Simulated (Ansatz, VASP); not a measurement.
# TiGe: VASP beside Ansatz, part 2 of 2

One calculation is typed for both programs; each brings its own data sets. How far apart do they land? The cell is invented: As first built, before any earlier steps moved the atoms (in the runner's words): it takes the ZrTi structure with some of its atoms replaced by other elements, volume scaled by an estimate. It may not be a known or stable phase. The cell is taken from a series of VASP runs on this material, whose earlier steps may have relaxed, scaled or displaced it; both programs get it as it stands. Other levels of theory on this material are compared in a session of their own. Valence electrons are named where the data sets of a main pair hold unlike numbers.

VASP 6.6.1 and Ansatz 0.2.0.

So far. Step 2 (VASP: band structure, PBEsol): At this level the cell is under a tension of 5.3 GPa, so at these settings it is away from equilibrium.

## Step 5: VASP: band structure, PBE, spin-orbit coupling

Level of this step: PBE, spin-orbit coupling; plane waves and PAW (Ge_d, Ti_sv); invented cell (VASP).

With cell and atoms fixed, the geometry can't cause a difference; cores, projectors, grids and the points listed under the comparison can.

Input file INCAR:

```
SYSTEM = TiGe
PREC = Accurate
ENCUT = 410
EDIFF = 1E-06
NELM = 100
ISMEAR = 0
SIGMA = 0.02
LREAL = .FALSE.
ALGO = Normal
GGA = PE
LNONCOLLINEAR = .TRUE.
MAGMOM = 0 0 0 0 0 0
NBANDS = 38
GGA_COMPAT = .FALSE.
LASPH = .TRUE.
LSORBIT = .TRUE.
LMAXMIX = 4
LORBIT = 11
LWAVE = .FALSE.
LCHARG = .FALSE.
KPAR = 4
```

Input file POSCAR:

```
TiGe
1.0
    2.8938546256      0.0000000000      0.0000000000
    0.0000000000      2.8938546256      0.0000000000
    0.0000000000      0.0000000000      3.8087727035
Ge Ti
1 1
Direct
    0.5000000000      0.5000000000      0.5000000000
    0.0000000000      0.0000000000      0.0000000000
```

Input file KPOINTS:

```
Automatic mesh
0
Gamma
6 6 5
0 0 0
```

Input file KPOINTS_OPT:

```
Line mode
16
Line-mode
Reciprocal
  0.00000000   0.00000000   0.00000000 GAMMA
  0.00000000   0.50000000   0.00000000 X

  0.00000000   0.50000000   0.00000000 X
  0.50000000   0.50000000   0.00000000 M

  0.50000000   0.50000000   0.00000000 M
  0.00000000   0.00000000   0.00000000 GAMMA

  0.00000000   0.00000000   0.00000000 GAMMA
  0.00000000   0.00000000   0.50000000 Z

  0.00000000   0.00000000   0.50000000 Z
  0.00000000   0.50000000   0.50000000 R

  0.00000000   0.50000000   0.50000000 R
  0.50000000   0.50000000   0.50000000 A

  0.50000000   0.50000000   0.50000000 A
  0.00000000   0.00000000   0.50000000 Z

  0.00000000   0.50000000   0.00000000 X
  0.00000000   0.50000000   0.50000000 R

  0.50000000   0.50000000   0.00000000 M
  0.50000000   0.50000000   0.50000000 A
```

Potentials, in the order of the species: Ge_d and Ti_sv (PBE family, release 64).

The run is started by

```console
$ mpirun -np 4 vasp_ncl
```

Numbers of over 12 decimals in the logs are rounded to 6 here.

Output:

```text
[banner, memory and clock lines left out]
running    4 mpi-ranks, on    1 nodes
[...]
LDA part: xc-table for (Slater+PW92), standard interpolation
 POSCAR, INCAR and KPOINTS ok, starting setup
[...]
entering main loop
       N       E                     dE             d eps       ncg     rms          rms(c)
DAV:   1     0.250068764206E+03    0.25007E+03   -0.10726E+04  2978   0.287E+03
DAV:   2     0.262439106532E+02   -0.22382E+03   -0.21505E+03  2280   0.654E+02
DAV:   3    -0.117066803727E+02   -0.37951E+02   -0.37157E+02  2984   0.180E+02
DAV:   4    -0.146084236148E+02   -0.29017E+01   -0.28500E+01  3200   0.486E+01
[...]
DAV:  11    -0.131940385697E+02    0.93445E-05   -0.29989E-04  3142   0.221E-01    0.369E-02
DAV:  12    -0.131940343685E+02    0.42012E-05   -0.41842E-05  3316   0.987E-02    0.181E-02
DAV:  13    -0.131940339517E+02    0.41683E-06   -0.21073E-06  2298   0.152E-02
   1 F= -.13194034E+02 E0= -.13193833E+02  d E =-.402436E-03  mag=    -0.0000     0.0000    -0.0000
 Start KPOINTS_OPT (optional k-point list driver)
k-point batch [1-30\144]
       N       E                     dE             ncg
DAV:   1    -0.262529626197E+04   -0.19763E+05     2964
DAV:   2    -0.937855981579E+04   -0.67533E+04     2280
DAV:   3    -0.105163389872E+05   -0.11378E+04     2980
DAV:   4    -0.106056338823E+05   -0.89295E+02     3204
[...]
DAV:   8    -0.106090481538E+05   -0.33262E-04     2764
DAV:   9    -0.106090481554E+05   -0.15176E-05     1932
DAV:  10    -0.106090481554E+05   -0.71690E-07     1494
[...]
k-point batch [121-144\144]
       N       E                     dE             ncg
DAV:   1     0.240018076451E+04   -0.27178E+05     2368
DAV:   2    -0.290687483213E+04   -0.53071E+04     1830
DAV:   3    -0.381156341479E+04   -0.90469E+03     2378
DAV:   4    -0.387046925330E+04   -0.58906E+02     2490
[...]
DAV:   8    -0.387315764531E+04   -0.29935E-04     2080
DAV:   9    -0.387315764665E+04   -0.13408E-05     1538
DAV:  10    -0.387315764672E+04   -0.72094E-07     1184
```

From OUTCAR (step 5):

```text
  Total       -0.0478192     -0.0478192     -0.1230991      0.0000000     -0.0000000      0.0000000
  in kB       -2.4020084     -2.4020084     -6.1833936      0.0000000     -0.0000000      0.0000000
  external PRESSURE =      -3.6624701 kB  Pullay stress =       0.0000000 kB

  FREE ENERGIE OF THE ION-ELECTRON SYSTEM (eV)
  ---------------------------------------------------
  free  energy   TOTEN  =       -13.1940339517 eV

  energy  without entropy=      -13.1936315158  energy(sigma->0) =      -13.19383273

 magnetization (x)
# of ion       s       p       d       tot
------------------------------------------
    1        0.000   0.000  -0.000  -0.000
    2        0.000   0.000  -0.000  -0.000
--------------------------------------------------
tot          0.000   0.000  -0.000  -0.000

 magnetization (y)
# of ion       s       p       d       tot
------------------------------------------
    1        0.000   0.000  -0.000   0.000
    2       -0.000   0.000  -0.000  -0.000
--------------------------------------------------
tot         -0.000   0.000  -0.000  -0.000

 magnetization (z)
# of ion       s       p       d       tot
------------------------------------------
    1        0.000   0.000   0.000   0.000
    2       -0.000  -0.000  -0.000  -0.000
--------------------------------------------------
tot          0.000  -0.000  -0.000  -0.000

[... 2 parts as in an earlier step ...]

[... 2 further parts left out ...]
[key lines of the parts left out:]
E-fermi :   9.2095
```

The run ends at a pressure of -0.37 GPa.

## Step 6: Ansatz: band structure, PBE, spin-orbit coupling

The same cell, functional, mesh and smearing now go to Ansatz, which takes its cutoff from its data sets.

The cell is taken from a series of VASP runs on this material, whose earlier steps may have relaxed, scaled or displaced it; both programs get it as it stands.

Input file input.yaml:

```yaml
crystal:
  lattice:
    - [2.8938546256, 0.0, 0.0]
    - [0.0, 2.8938546256, 0.0]
    - [0.0, 0.0, 3.8087727035]
  atoms:
    - { symbol: Ge, position: [0.5, 0.5, 0.5] }
    - { symbol: Ti, position: [0.0, 0.0, 0.0] }
hamiltonian:
  xc: pbe
  pseudopotentials: { kind: paw_fr }
magnetization:
  noncollinear: true
  spin_orbit: true
kpoints:
  mp_grid: { grid: [6, 6, 5] }
  band_path:
    path:
      - [0.0, 0.0, 0.0]
      - [0.0, 0.13333, 0.0]
      - [0.0, 0.3, 0.0]
      - [0.0, 0.46667, 0.0]
      - [0.1, 0.5, 0.0]
      - [0.26667, 0.5, 0.0]
      - [0.43333, 0.5, 0.0]
      - [0.43333, 0.43333, 0.0]
      - [0.26667, 0.26667, 0.0]
      - [0.1, 0.1, 0.0]
      - [0.0, 0.0, 0.03333]
      - [0.0, 0.0, 0.2]
      - [0.0, 0.0, 0.36667]
      - [0.0, 0.0, 0.5]
      - [0.0, 0.16667, 0.5]
      - [0.0, 0.3, 0.5]
      - [0.0, 0.46667, 0.5]
      - [0.1, 0.5, 0.5]
      - [0.26667, 0.5, 0.5]
      - [0.43333, 0.5, 0.5]
      - [0.43333, 0.43333, 0.5]
      - [0.26667, 0.26667, 0.5]
      - [0.1, 0.1, 0.5]
      - [0.0, 0.5, 0.03333]
      - [0.0, 0.5, 0.2]
      - [0.0, 0.5, 0.36667]
      - [0.5, 0.5, 0.0]
      - [0.5, 0.5, 0.16667]
      - [0.5, 0.5, 0.33333]
      - [0.5, 0.5, 0.5]
    npoints: 1
scf:
  occupations: { method: gaussian, width: 0.02 }
  n_extra_bands: 14
output:
  forces: true
  stress: true
  eigenvalues: true
  write_density: true
  write_potential: true
  elf: true
  volumetric_format: npy
```

The run is started by

```console
$ ansatz run input.yaml --threads 2 --pin off --max-ram 4608MiB --backend cpu --events-out ev --progress --plain --runs-dir out
```

Output:

```text
[...]
non-collinear run that drives no moment, with spin-orbit: no starting moment large enough to seed its density (crystal.atoms[].spin), no starting occupations that ask for one, no magnetisation constraint and no magnetic field, so the semilocal B_xc is pinned to zero
Crystal: 2 atoms, lattice volume = 31.896 Å³
[...]
k-point 1: bands = [... 22 lower, 13.3167, 13.3167, 14.2769, 14.2769, 15.6668, 15.6668, 15.7107, 15.7107, ... 10 higher]
  k-point 2: bands = [... 22 lower, 13.4257, 13.4257, 15.0052, 15.0052, 15.1371, 15.1371, 15.1838, 15.1838, ... 10 higher]
  k-point 29: bands = [... 22 lower, 10.3737, 10.3737, 11.3734, 11.3734, 15.7019, 15.7019, 17.3333, 17.3333, ... 10 higher]
[key lines of the parts left out:]
SCF converged after 8 iterations
Magnetization: |M| = 0.0000 μB,  M = (+0.0000, +0.0000, +0.0000) μB
Free energy (F): -6795.656107 eV
Fermi energy:    14.473665 eV
P = ⅓ Tr σ = 0.0461 GPa (0.461 kbar)
```

Wall time 6.8 s (2 threads of Intel Xeon Platinum 8488C (Sapphire Rapids), shared host); peak memory 0.5 GiB.

## Step 7: Side by side

What differs besides the data sets and the points named for the pairs above, as far as they apply: spin-orbit coupling enters by fully relativistic files in Ansatz and inside the spheres in VASP. Total energies have different zeros and are not compared.

Compared:

| quantity | Ansatz | VASP | difference |
| --- | --- | --- | --- |
| pressure (GPa) | 0.05 | -0.37 | +0.41 |

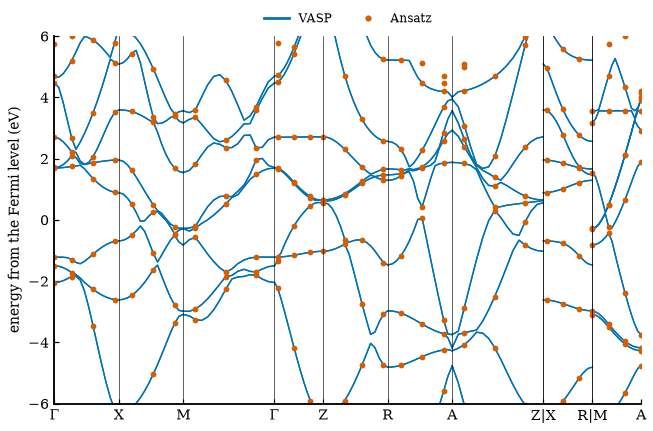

Bands from VASP (lines) and levels from Ansatz (dots). Dots without a line are higher empty bands that the VASP plot leaves out.

Levels from 3 eV below to 2 eV above the Fermi level differ by 4 meV r.m.s. and 8 meV at most; each VASP level is matched to the nearest of Ansatz, which flatters the figure a little.

## Step 8: Summary of results

| Quantity | Value |
| --- | --- |
| r.m.s. difference of levels near the Fermi level (band structure, PBEsol) | 4.8 meV |
| r.m.s. difference of levels near the Fermi level (band structure, PBE, spin-orbit coupling) | 3.5 meV |

The r.m.s. difference of levels near the Fermi level is 4.8 meV (band structure, PBEsol), within the 80 meV picked in this series as the mark of a large difference. 3 further runs of this series are not shown here. How closely two codes agree says nothing of how well the functional describes the real material.

[Lines on the potential files, build, host, timing and source positions are cut from VASP's logs without a mark.]

[Logs are printed without paths, hosts, clocks, repeated set-up lines and the standing remarks that a program may print on its own settings, such as how far it seeks lower states.]

[Hosts, paths, dates, database ids (printed as entryN), source tags and the programs' standing remarks are cut or masked in the printed files.]
